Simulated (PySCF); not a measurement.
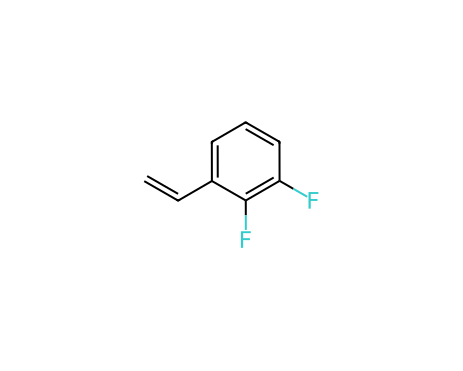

2D structure.

**Transcribe the drawing into SMILES.**

C=Cc1cccc(F)c1F

**Give the formula, hydrogens included.**

C8H6F2.

More results for the same structure follow; atom numbers are the same in all pictures, views and colours differ. The geometry was computed by an optimisation with PBE0-D3(BJ)/def2-SVP. No frequency run is at hand to confirm it as a minimum.

## Geometry

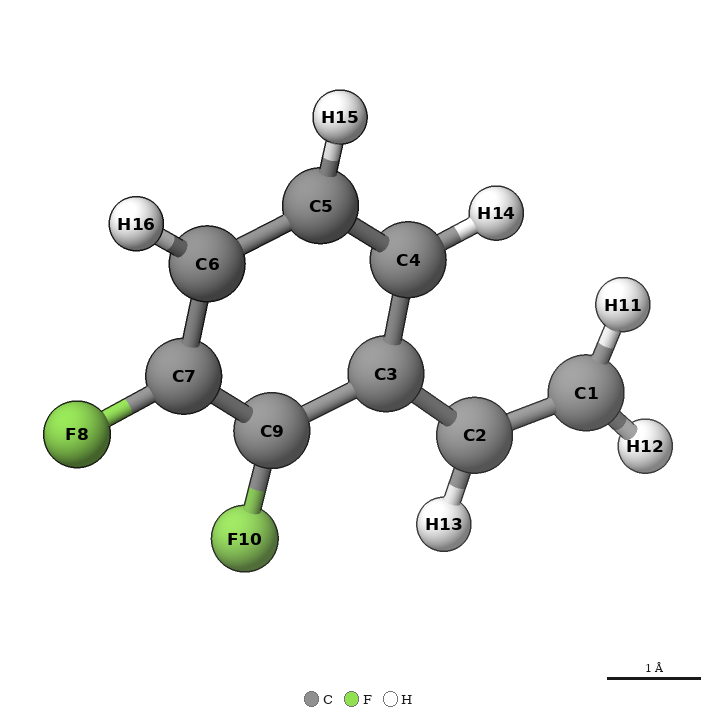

Atoms carry their numbers in the input. No frequency run is at hand to confirm it as a minimum.

**What is the geometry at C3?**

C3 has 3 neighbours (C2 at 1.47, C4 at 1.41, C9 at 1.40 Å); the arrangement is trigonal planar.

**How are the neighbours of atom 5 arranged?**

C5 has 3 neighbours (C4 at 1.39, C6 at 1.40, H15 at 1.09 Å); the arrangement is trigonal planar.

**How are the neighbours of atom 7 arranged?**

C7 has 3 neighbours (C6 at 1.39, F8 at 1.33, C9 at 1.39 Å); the arrangement is trigonal planar.

**How are the neighbours of atom 9 arranged?**

C9 has 3 neighbours (C3 at 1.40, C7 at 1.39, F10 at 1.33 Å); the arrangement is trigonal planar.

**What is the dihedral angle F8–C7–C9–F10?**

0° in size, that is syn (eclipsed).

## Dipole moment

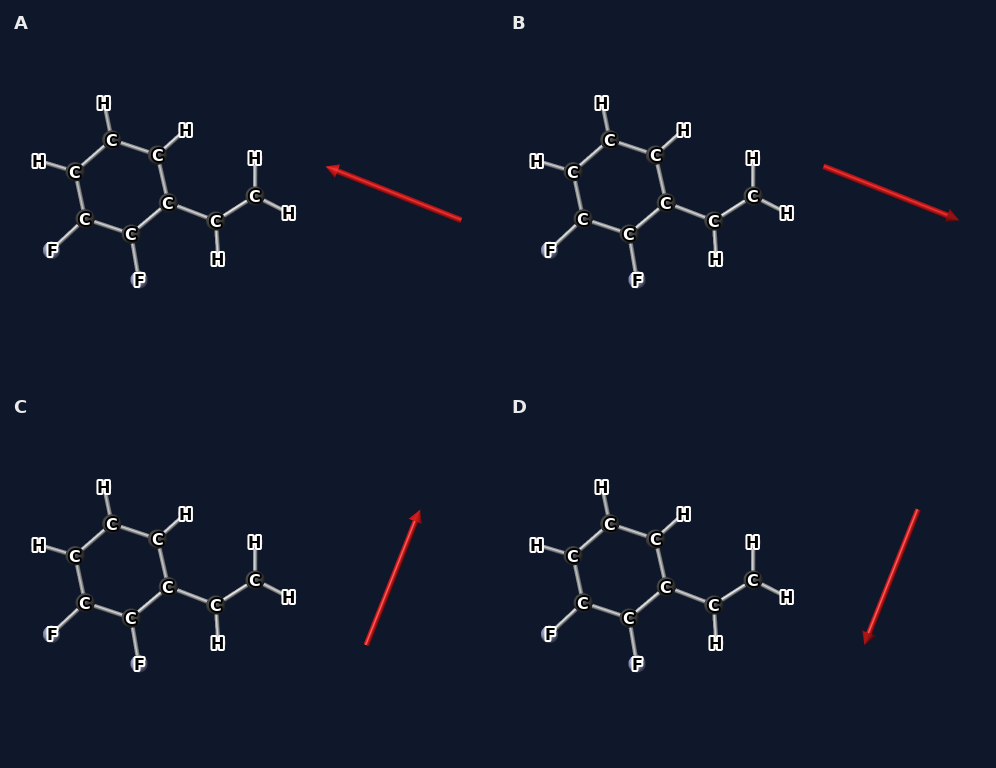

The same molecule four times, each with an arrow. No frequency run is at hand to confirm it as a minimum. Properties computed with B3LYP/pcJ-1, gas phase (PySCF 2.14.0).

**Which arrow points along the dipole moment, from the negative to the positive end?**

C. The dipole moment is 2.38 D.

## Spin–spin coupling

No frequency run is at hand to confirm it as a minimum. Level of theory: B3LYP/pcJ-1 indirect spin-spin coupling, non-relativistic, gas phase (PySCF 2.14.0). Isotopes: 13C, 19F, 1H.

Give the spin–spin coupling constants of these pairs, with the number of bonds between them: C9/F10, C3/F10, F8/C9, C4/F10, C6/F10.

| pair | bonds apart | J (Hz) |
| --- | --- | --- |
| C9, F10 | 1 | −316.2 |
| C3, F10 | 2 | 4.3 |
| F8, C9 | 2 | 10.9 |
| C4, F10 | 3 | −1.2 |
| C6, F10 | 3 | −0.9 |

Density functionals are unreliable for couplings to fluorine, so those rows may be far off.

## Charges

The questions are on ESP-fitted charges. No frequency run is at hand to confirm it as a minimum. Level of theory: PBE0/pcSseg-1, gas phase (PySCF 2.14.0).

Give the ESP-fitted charges atom by atom.

```csv
atom,value (e)
C1,−0.42
C2,−0.12
C3,0.02
C4,−0.18
C5,−0.19
C6,−0.29
C7,0.25
F8,−0.16
C9,0.17
F10,−0.15
H11,0.19
H12,0.19
H13,0.16
H14,0.17
H15,0.18
H16,0.20
```
